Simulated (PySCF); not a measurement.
SMILES [ZnH][Cl] (HClZn) at its B3LYP/def2-SVP optimised geometry (Å):

```
3

Zn     0.2979    -0.0001     0.0000
H      1.8231    -0.0001     0.0000
Cl    -1.8231     0.0001    -0.0001
```

Method: PySCF 2.14.0 with B3LYP/def2-TZVP. Cells within 0.4 Å of a nucleus heavier than hydrogen are left out (blank, or x).

Map of the deformation density (molecule minus spherical neutral atoms) (e/bohr³) on the plane z = 0.0 Å:

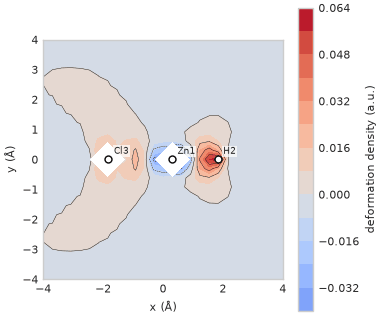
Deformation density (molecule minus spherical neutral atoms) (e/bohr³) on the plane z = 0.0 Å.
